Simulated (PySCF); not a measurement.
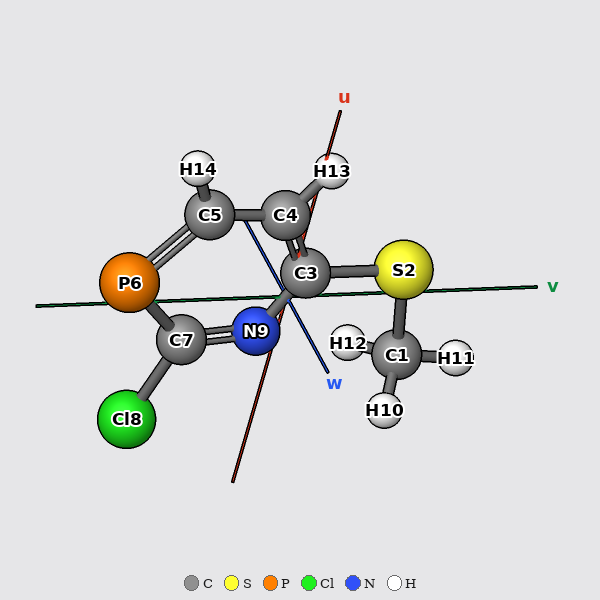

The lines u, v and w are the principal axes of the static dipole polarisability. The computed structure is the end point of a GFN2-xTB optimisation. No frequency run is at hand to confirm it as a minimum. Computed with PBE0/def2-SVPD (PySCF 2.14.0).

**Along which axis is the molecule most polarisable, and along which least?**

Most along v (nearly parallel to the S2–C3 bond), least along w.

**Give the three principal values.**

u 140.6, v 180.0, w 76.5 bohr³; mean 132.4, anisotropy 90.5 bohr³.

The geometry is semi-empirical. Around P such bond lengths and angles can be off by a tenth of an ångström or more and by several degrees, and values that hang on the shape move with them.
